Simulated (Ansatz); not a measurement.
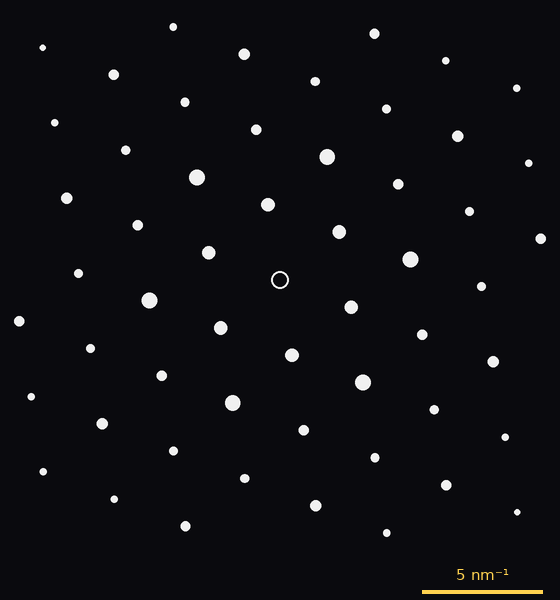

Computed electron diffraction pattern, 100 kV, single scattering only, B = 0.5 Å².

Question: What net do the spots form, and what spacings does it show?

Answer: The spots form a hexagonal net with both shortest vectors at d = 3.13 Å, 60.0° apart.

Question: What is the point symmetry of the pattern, intensities included?

Answer: 6mm. Such a pattern arises along the three- or sixfold axis of a trigonal, hexagonal or cubic crystal.

Question: Which crystal and zone produced it?

Answer: This cannot be fixed from one zone alone; the pattern is [001] of Tl, space group P6_3/mmc (No. 194), a = 3.61 Å, c = 5.51 Å (hexagonal axes). The net vectors are 1 -1 0 and 1 0 0. Structure: coordinates from a relaxation at fixed volume with DFT PBE, spin-orbit coupling, plane waves, PAW in Ansatz.
